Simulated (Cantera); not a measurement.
A closed system holds: 1 mol SiCl₄, 9.7 mol NH₃, held at 6.00 Pa.

Equilibrium computed with Cantera from the NASA thermochemical tables; the gas is ideal and each condensed phase is pure. Candidate condensed phases: NH₄Cl, Si, Si₃N₄; 28 gas species. The tables' values for SiCl, SiCl₃, SiN are old estimates; treat these amounts as uncertain. Equilibrium is a limit: real reactors are often held back by kinetics, nucleation or transport.

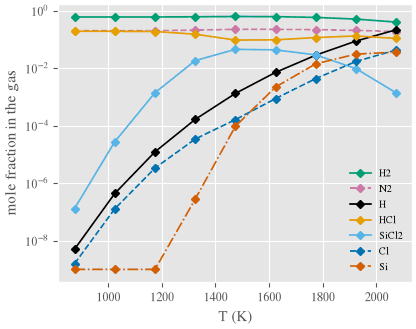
Equilibrium gas composition (values under 1e-9 drawn at 1e-9)

From 875 K to 1325 K the condensed part is Si₃N₄(s). At 1475 K the condensed part is Si(s). From 1625 K to 2075 K nothing is condensed. The main Si-bearing gas is SiCl₄ at 875 K and Si at 2075 K.
